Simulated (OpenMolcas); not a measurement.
**How methods differ on CH5AlO2 (SMILES C[Al](O)O)**

CH5AlO2 has 9 atoms, charge 0, and is taken as a singlet. SMILES: `C[Al](O)O`. The coordinates come from a PBE0-D4/def2-TZVP relaxation. This is one conformer, not always the lowest.

```tsv
atom	x (Å)	y (Å)	z (Å)
C	-0.0251	1.1098	-1.0341
Al	-0.0013	-0.3029	0.2856
O	0.9577	-1.6729	-0.0067
O	-0.9337	-0.1316	1.6941
H	-0.2270	0.7124	-2.0323
H	-0.7806	1.8635	-0.8037
H	0.9458	1.6112	-1.0847
H	1.0483	-2.4223	0.5773
H	-0.9841	-0.7672	2.4045
```

Each level gives the dipole moment (D). The values are calculated.

```json
{"level": "HF/def2-SVP", "kind": "Hartree–Fock", "program": "OpenMolcas", "value (D)": "2.15"}
{"level": "SVWN5/def2-SVP", "kind": "LDA", "program": "OpenMolcas", "value (D)": "1.98"}
{"level": "PBE/def2-SVP", "kind": "GGA", "program": "OpenMolcas", "value (D)": "1.91"}
{"level": "revPBE/def2-SVP", "kind": "GGA", "program": "OpenMolcas", "value (D)": "1.91"}
{"level": "M06-L/def2-SVP", "kind": "meta-GGA", "program": "OpenMolcas", "value (D)": "1.92"}
{"level": "r2SCAN/def2-SVP", "kind": "meta-GGA", "program": "OpenMolcas", "value (D)": "2.00"}
{"level": "M06-2X/def2-SVP", "kind": "hybrid meta-GGA", "program": "OpenMolcas", "value (D)": "2.02"}
{"level": "PBE0/def2-SVP", "kind": "global hybrid", "program": "OpenMolcas", "value (D)": "1.96"}
```

The values span 1.91 to 2.15 D.

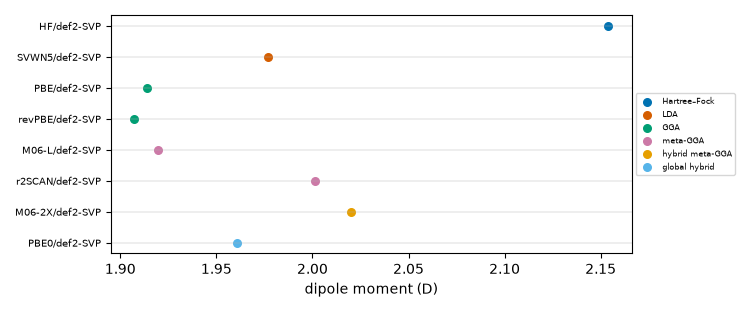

The values of the table, level by level.
